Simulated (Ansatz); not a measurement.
The structure below was relaxed with r2SCAN (Ansatz, a first-principles code, PAW, scalar-relativistic without spin-orbit coupling), at pressure 3 GPa.

```
CELL_PARAMETERS angstrom
     -1.72111     1.72111     5.83604
      1.72111    -1.72111     5.83604
      1.72111     1.72111    -5.83604
ATOMIC_POSITIONS crystal
  Nb 0.99900 0.99900 0.00000
  Nb 0.74900 0.24900 0.50000
  As 0.41700 0.41700 0.00000
  As 0.16700 0.66700 0.50000
```

### Question
Find the space group and the Wyckoff positions.

### Answer
Space group I4₁md (No. 109); a = b = 3.442 Å, c = 11.672 Å, α = β = γ = 90.00°

| atom | site | symmetry | x | y | z |
|---|---|---|---|---|---|
| Nb | 4a | 2mm. | 0.0000 | 0.0000 | 0.7490 |
| As | 4a | 2mm. | 0.0000 | 0.0000 | 0.1670 |

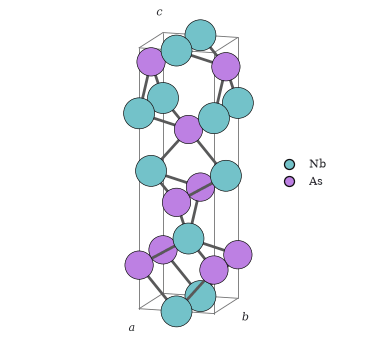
*The conventional cell*

Load acts through the strain it causes; cell and atoms are relaxed under it. No phonon test of stability was made. All final runs are without spin polarisation. The cell was made from NbAs (space group I4_1md, No. 109) by this change: pressure 3 GPa.
